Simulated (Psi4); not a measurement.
## Run report: C₂H₉NSi, property calculation

The run: property calculation of C₂H₉NSi. Method and program: PBE0/def2-SVP, RKS (Psi4 1.11).

The geometry comes from this level: PBE0-D4/def2-TZVP.

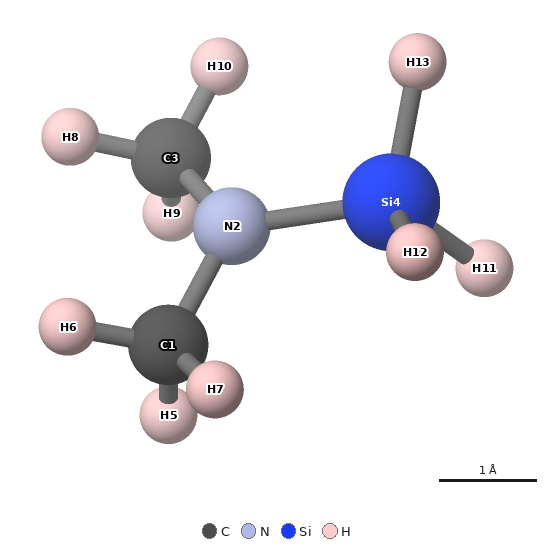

**Figure 1.** The input geometry (ball-and-stick view, seen at a tilt; atoms are numbered from 1 in the order of the input).

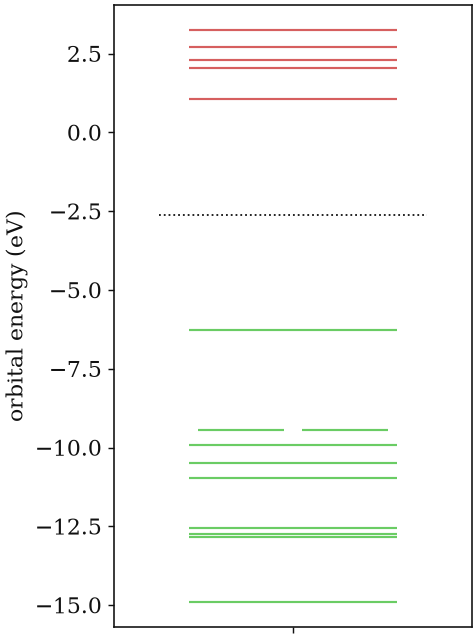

**Figure 2.** Orbital energies near the frontier; the dotted line parts filled from empty levels, and levels within 0.02 eV of each other stand side by side. Highest filled −6.28 eV, lowest empty 1.06 eV, 7.34 eV apart.

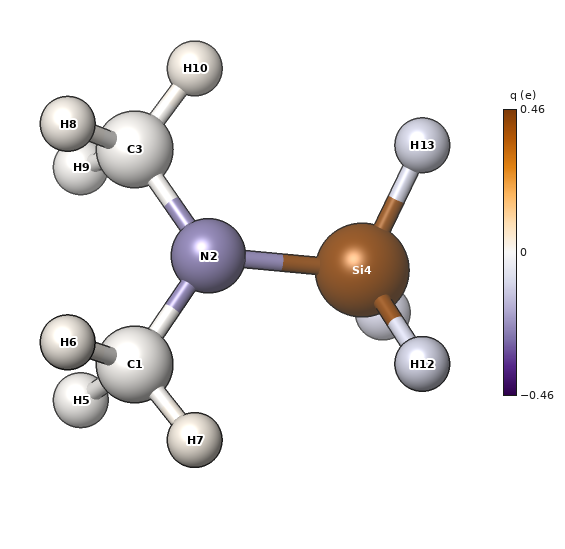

**Figure 3.** Löwdin charges, as the colour of each atom (ball-and-stick view, seen at a tilt; atoms are numbered from 1 in the order of the input). By element: C +0.01, N −0.25, Si +0.44 and H −0.12 to +0.03 e.

These pictures come from the run below.

## The input (job.in)
```
memory 1600 MB

molecule system {
  C     -0.853400     1.051500    -0.567400
  N     -0.064300     0.101400     0.176900
  C      1.257300     0.576800     0.503700
  Si    -0.404400    -1.580400     0.101900
  H     -0.416100     1.292500    -1.548500
  H     -0.947500     1.991500    -0.009400
  H     -1.860700     0.663700    -0.735400
  H      1.197400     1.509100     1.079000
  H      1.870100     0.778300    -0.388400
  H      1.787100    -0.156700     1.115700
  H      0.068700    -2.275300    -1.137100
  H     -1.879700    -1.752300     0.167000
  H      0.265600    -2.234700     1.256700
  symmetry c1
}

set {
  basis def2-SVP
  reference rks
  puream true
  scf_type pk
  dft_radial_points 99
  dft_spherical_points 590
  d_convergence 1e-10
  e_convergence 1e-10
}

result, w = energy("pbe0", return_wfn=True)
oeprop(w, "DIPOLE", "QUADRUPOLE", "MULLIKEN_CHARGES", "LOWDIN_CHARGES", title="PBE0")
print_variables()
```

Launched with:
```bash
psi4 -i job.in -o job.out -n 1
```

## Log
```
Psi4 1.11 release

   => Loading Basis Set <=

    Name: DEF2-SVP
    Role: ORBITAL
    Keyword: BASIS

         ---------------------------------------------------------
                                   SCF
                              RKS Reference
                        1 Threads,   1525 MiB Core
         ---------------------------------------------------------

  ==> Geometry <==

    Molecular point group: c1
    Full point group: C1

    Geometry (in Angstrom), charge = 0, multiplicity = 1:

       Center              X                  Y                   Z               Mass
    ------------   -----------------  -----------------  -----------------  -----------------
         C           -0.756373203371     1.363830832980    -0.625515919005    12.000000000000
         N            0.032726796629     0.413730832980     0.118784080995    14.003074004430
         C            1.354326796629     0.889130832980     0.445584080995    12.000000000000
         SI          -0.307373203371    -1.268069167020     0.043784080995    27.976926534650
         H           -0.319073203371     1.604830832980    -1.606615919005     1.007825032230
         H           -0.850473203371     2.303830832980    -0.067515919005     1.007825032230
         H           -1.763673203371     0.976030832980    -0.793515919005     1.007825032230
         H            1.294426796629     1.821430832980     1.020884080995     1.007825032230
         H            1.967126796629     1.090630832980    -0.446515919005     1.007825032230
         H            1.884126796629     0.155630832980     1.057584080995     1.007825032230
         H            0.165726796629    -1.962969167020    -1.195215919005     1.007825032230
         H           -1.782673203371    -1.439969167020     0.108884080995     1.007825032230
         H            0.362626796629    -1.922369167020     1.198584080995     1.007825032230

  Running in c1 symmetry.

  Rotational constants: A =      0.28248  B =      0.14920  C =      0.10549 [cm^-1]
  Rotational constants: A =   8468.53191  B =   4472.86750  C =   3162.38336 [MHz]
  Nuclear repulsion =  180.635291661471058

  Charge       = 0
  Multiplicity = 1
  Electrons    = 42
  Nalpha       = 21
  Nbeta        = 21

  ==> Algorithm <==

  SCF Algorithm Type is PK.
  DIIS enabled.
  MOM disabled.
  Fractional occupation disabled.
  Guess Type is SAD.
  Energy threshold   = 1.00e-10
  Density threshold  = 1.00e-10
  Integral threshold = 1.00e-12

  ==> Primary Basis <==

  Basis Set: DEF2-SVP
    Blend: DEF2-SVP
    Number of shells: 53
    Number of basis functions: 105
    Number of Cartesian functions: 109
    Spherical Harmonics?: true
    Max angular momentum: 2

  ==> DFT Potential <==

   => LibXC <=

    Version 7.1.2

   => Composite Functional: PBE0 <=

    PBE0 Hyb-GGA Exchange-Correlation Functional

    Deriv               =              1
    GGA                 =           TRUE
    Meta                =          FALSE

    Exchange Hybrid     =           TRUE
    MP2 Hybrid          =          FALSE

   => Exchange Functionals <=

    0.7500   Perdew, Burke & Ernzerhof

   => Exact (HF) Exchange <=

    0.2500               HF

   => Correlation Functionals <=

    1.0000   Perdew, Burke & Ernzerhof

   => LibXC Density Thresholds  <==

    XC_HYB_GGA_XC_PBEH:  1.00E-15

   => Molecular Quadrature <=

    Radial Scheme          =       TREUTLER
    Pruning Scheme         =           NONE
    Nuclear Scheme         =       TREUTLER

    Blocking Scheme        =         OCTREE
    BS radius alpha        =              1
    Pruning alpha          =              1
    Radial Points          =             99
    Spherical Points       =            590
    Total Points           =         712431
    Total Blocks           =           4985
    Max Points             =            256
    Max Functions          =            104
    Weights Tolerance      =       1.00E-15

  ==> Integral Setup <==

  Using in-core PK algorithm.
   Calculation information:
      Number of atoms:                  13
      Number of AO shells:              53
      Number of primitives:             99
      Number of atomic orbitals:       109
      Number of basis functions:       105

      Integral cutoff                 1.00e-12
      Number of threads:                 1

  Performing in-core PK
  Using 30974790 doubles for integral storage.
  We computed 971567 shell quartets total.
  Whereas there are 1024596 unique shell quartets.

  ==> DiskJK: Disk-Based J/K Matrices <==

    J tasked:                  Yes
    K tasked:                  Yes
    wK tasked:                  No
    Memory [MiB]:              927
    Schwarz Cutoff:          1E-12

  Cached 12.5% of DFT collocation blocks in 0.208 [GiB].

  Minimum eigenvalue in the overlap matrix is 7.1511431044E-03.
  Reciprocal condition number of the overlap matrix is 1.1726763454E-03.
    Using symmetric orthogonalization.

  ==> Pre-Iterations <==

  SCF Guess: Superposition of Atomic Densities via on-the-fly atomic UHF (no occupation information).

   -------------------------
    Irrep   Nso     Nmo
   -------------------------
     A        105     105
   -------------------------
    Total     105     105
   -------------------------

  ==> Iterations <==

                        Total Energy        Delta E     RMS |[F,P]|

   @RKS iter SAD:  -424.91901154273756   -4.24919e+02   0.00000e+00
   @RKS iter   1:  -425.11701361280848   -1.98002e-01   6.73798e-03 DIIS/ADIIS
   @RKS iter   2:  -424.87639566405426    2.40618e-01   9.38608e-03 DIIS/ADIIS
   @RKS iter   3:  -425.37866536201443   -5.02270e-01   1.36809e-03 DIIS/ADIIS
   @RKS iter   4:  -425.38704688118895   -8.38152e-03   3.95069e-04 DIIS/ADIIS
   @RKS iter   5:  -425.38778256427406   -7.35683e-04   8.89822e-05 DIIS
   @RKS iter   6:  -425.38782635323696   -4.37890e-05   1.40221e-05 DIIS
   @RKS iter   7:  -425.38782769627841   -1.34304e-06   1.50522e-06 DIIS
   @RKS iter   8:  -425.38782771244519   -1.61668e-08   2.98155e-07 DIIS
   @RKS iter   9:  -425.38782771300805   -5.62864e-10   7.30022e-08 DIIS
   @RKS iter  10:  -425.38782771304204   -3.39924e-11   1.00070e-08 DIIS
   @RKS iter  11:  -425.38782771304284   -7.95808e-13   1.38558e-09 DIIS
   @RKS iter  12:  -425.38782771304318   -3.41061e-13   4.90528e-10 DIIS
   @RKS iter  13:  -425.38782771304284    3.41061e-13   1.82290e-10 DIIS
   @RKS iter  14:  -425.38782771304295   -1.13687e-13   3.00463e-11 DIIS
  Energy and wave function converged.

  ==> Post-Iterations <==

   Electrons on quadrature grid:
      Ntotal   =   42.0000003926 ; deviation = 3.926e-07

    Orbital Energies [Eh]
    ---------------------

    Doubly Occupied:

       1A    -66.239020     2A    -14.376643     3A    -10.256770
       4A    -10.256760     5A     -5.330305     6A     -3.668097
       7A     -3.667472     8A     -3.666714     9A     -0.920505
      10A     -0.726318    11A     -0.646140    12A     -0.547709
      13A     -0.471296    14A     -0.468911    15A     -0.461412
      16A     -0.403147    17A     -0.385490    18A     -0.364623
      19A     -0.347299    20A     -0.346636    21A     -0.230893

    Virtual:

      22A      0.038793    23A      0.074828    24A      0.084777
      25A      0.099723    26A      0.119496    27A      0.122901
      28A      0.139852    29A      0.142142    30A      0.163234
      31A      0.176554    32A      0.199029    33A      0.246334
      34A      0.274835    35A      0.331328    36A      0.356338
      37A      0.363984    38A      0.423462    39A      0.468362
      40A      0.475162    41A      0.478707    42A      0.504145
      43A      0.575479    44A      0.578114    45A      0.602962
      46A      0.632297    47A      0.637917    48A      0.651545
      49A      0.655325    50A      0.666623    51A      0.690050
      52A      0.693369    53A      0.702469    54A      0.716303
      55A      0.783077    56A      0.870628    57A      0.900180
      58A      0.925788    59A      0.965653    60A      0.966302
      61A      1.022105    62A      1.127110    63A      1.127663
      64A      1.188926    65A      1.357164    66A      1.394686
      67A      1.434320    68A      1.524627    69A      1.538920
      70A      1.550193    71A      1.560912    72A      1.570754
      73A      1.693369    74A      1.705857    75A      1.728215
      76A      1.765728    77A      1.786717    78A      1.808936
      79A      1.810466    80A      1.839155    81A      1.852426
      82A      1.856757    83A      1.873888    84A      1.960375
      85A      2.014202    86A      2.029549    87A      2.199914
      88A      2.200643    89A      2.220496    90A      2.221305
      91A      2.270265    92A      2.308154    93A      2.378846
      94A      2.440684    95A      2.553379    96A      2.653308
      97A      2.666002    98A      2.686183    99A      2.774221
     100A      2.907050   101A      2.908263   102A      2.985882
     103A      3.023566   104A      3.106290   105A      3.114512

    Final Occupation by Irrep:
              A
    DOCC [    21 ]
    NA   [    21 ]
    NB   [    21 ]

  @RKS Final Energy:  -425.38782771304295

   => Energetics <=

    Nuclear Repulsion Energy =            180.6352916614710580
    One-Electron Energy =                -941.9900981954984900
    Two-Electron Energy =                 367.6001505173228452
    DFT Exchange-Correlation Energy =     -31.6331716963384189
    Empirical Dispersion Energy =           0.0000000000000000
    VV10 Nonlocal Energy =                  0.0000000000000000
    Total Energy =                       -425.3878277130429524

Computation Completed

Properties will be evaluated at   0.000000,   0.000000,   0.000000 [a0]

Properties computed using the SCF density matrix

 Multipole Moments:

 ------------------------------------------------------------------------------------
     Multipole            Electronic (a.u.)      Nuclear  (a.u.)        Total (a.u.)
 ------------------------------------------------------------------------------------

 L = 1.  Multiply by 2.5417464519 to convert [e a0] to [Debye]
 Dipole X            :         -0.7708871            0.8914319            0.1205448
 Dipole Y            :         -2.0567557            2.4339578            0.3772020
 Dipole Z            :          0.6070406           -0.6775964           -0.0705559
 Magnitude           :                                                    0.4022320

 ------------------------------------------------------------------------------------

	total time  =         53 seconds =       0.88 minutes

Properties will be evaluated at   0.000000,   0.000000,   0.000000 [a0]

Properties computed using the PBE0 density matrix

 Multipole Moments:

 ------------------------------------------------------------------------------------
     Multipole            Electronic (a.u.)      Nuclear  (a.u.)        Total (a.u.)
 ------------------------------------------------------------------------------------

 L = 1.  Multiply by 2.5417464519 to convert [e a0] to [Debye]
 Dipole X            :         -0.7708871            0.8914319            0.1205448
 Dipole Y            :         -2.0567557            2.4339578            0.3772020
 Dipole Z            :          0.6070406           -0.6775964           -0.0705559
 Magnitude           :                                                    0.4022320

 L = 2.  Multiply by 1.3450342976 to convert [e a0^2] to [Debye ang]
 Quadrupole XX       :       -140.3278377          114.7583377          -25.5695000
 Quadrupole XY       :        -31.1639123           31.1944520            0.0305397
 Quadrupole XZ       :        -37.6166918           38.3749256            0.7582338
 Quadrupole YY       :       -249.7285200          223.5595757          -26.1689443
 Quadrupole YZ       :         18.2948975          -18.7867488           -0.4918513
 Quadrupole ZZ       :        -70.1744894           43.2706082          -26.9038811
 Traceless XX        :         13.0824446          -12.4378362            0.6446085
 Traceless YY        :        -96.3182376           96.3634018            0.0451642
 Traceless ZZ        :         83.2357930          -83.9255656           -0.6897727

 ------------------------------------------------------------------------------------
  Mulliken Charges: (a.u.)
   Center  Symbol    Alpha    Beta     Spin     Total
       1     C     2.95720  2.95720  0.00000  0.08559
       2     N     3.77926  3.77926  0.00000 -0.55851
       3     C     2.95721  2.95721  0.00000  0.08558
       4    SI     6.77095  6.77095  0.00000  0.45809
       5     H     0.48565  0.48565  0.00000  0.02869
       6     H     0.48290  0.48290  0.00000  0.03420
       7     H     0.47843  0.47843  0.00000  0.04313
       8     H     0.48290  0.48290  0.00000  0.03420
       9     H     0.48565  0.48565  0.00000  0.02871
      10     H     0.47843  0.47843  0.00000  0.04314
      11     H     0.55082  0.55082  0.00000 -0.10164
      12     H     0.54530  0.54530  0.00000 -0.09059
      13     H     0.54530  0.54530  0.00000 -0.09060

   Total alpha = 21.00000, Total beta = 21.00000, Total charge = -0.00000

  Lowdin Charges: (a.u.)
   Center  Symbol    Alpha    Beta     Spin     Total
       1     C     2.99591  2.99591  0.00000  0.00817
       2     N     3.62580  3.62580  0.00000 -0.25160
       3     C     2.99591  2.99591  0.00000  0.00818
       4    SI     6.78129  6.78129  0.00000  0.43742
       5     H     0.49471  0.49471  0.00000  0.01059
       6     H     0.49030  0.49030  0.00000  0.01940
       7     H     0.48664  0.48664  0.00000  0.02672
       8     H     0.49030  0.49030  0.00000  0.01940
       9     H     0.49470  0.49470  0.00000  0.01060
      10     H     0.48664  0.48664  0.00000  0.02672
      11     H     0.55817  0.55817  0.00000 -0.11635
      12     H     0.54981  0.54981  0.00000 -0.09962
      13     H     0.54981  0.54981  0.00000 -0.09963

  Total alpha = 21.00000, Total beta = 21.00000, Total charge = -0.00000

  Variable Map:
  ----------------------------------------------------------------------------
  "CURRENT ENERGY"              =>    -425.387827713043
  "CURRENT REFERENCE ENERGY"    =>    -425.387827713043
  "DD SOLVATION ENERGY"         =>       0.000000000000
  "DFT FUNCTIONAL TOTAL ENERGY" =>    -425.387827713043
  "DFT TOTAL ENERGY"            =>    -425.387827713043
  "DFT VV10 ENERGY"             =>       0.000000000000
  "DFT XC ENERGY"               =>     -31.633171696338
  "GRID ELECTRONS ALPHA"        =>      21.000000196281
  "GRID ELECTRONS BETA"         =>      21.000000196281
  "GRID ELECTRONS TOTAL"        =>      42.000000392562
  "NUCLEAR REPULSION ENERGY"    =>     180.635291661471
  "ONE-ELECTRON ENERGY"         =>    -941.990098195498
  "PCM POLARIZATION ENERGY"     =>       0.000000000000
  "PE ENERGY"                   =>       0.000000000000
  "SCF ITERATION ENERGY"        =>    -425.387827713043
  "SCF ITERATIONS"              =>      14.000000000000
  "SCF TOTAL ENERGY"            =>    -425.387827713043
  "TWO-ELECTRON ENERGY"         =>     367.600150517323
  "XC GRID RADIAL POINTS"       =>      99.000000000000
  "XC GRID SPHERICAL POINTS"    =>     590.000000000000
  "XC GRID TOTAL POINTS"        =>  712431.000000000000

  Array Variable Map:
  ----------------------------------------------------------------------------
  "CURRENT DIPOLE"              =>       0.120544783647 ... -0.070555879924 1 by 3
  "PBE0 DIPOLE"                 =>       0.120544783647 ... -0.070555879924 1 by 3
  "PBE0 QUADRUPOLE"             =>     -25.569500032720 ... -26.903881149579 1 by 6
  "SCF DIPOLE"                  =>       0.120544783647 ... -0.070555879924 1 by 3
  "SCF TOTAL ENERGIES"          =>    -424.919011542738 ... -425.387827713043 1 by 15

    Psi4 run time: 0:00:52.72
```

## Key numbers

```csv
quantity,value
outcome,converged
total energy,−425.387828 hartree
basis functions,105
HOMO,−6.28 eV
LUMO,1.06 eV
dipole moment,1.02 D
hardware,"1 thread of Intel Xeon @ 2.50GHz (Skylake/Cascade Lake), 16 GiB of memory available, shared host"
wall time,54 s
peak memory,0.71 GiB
```
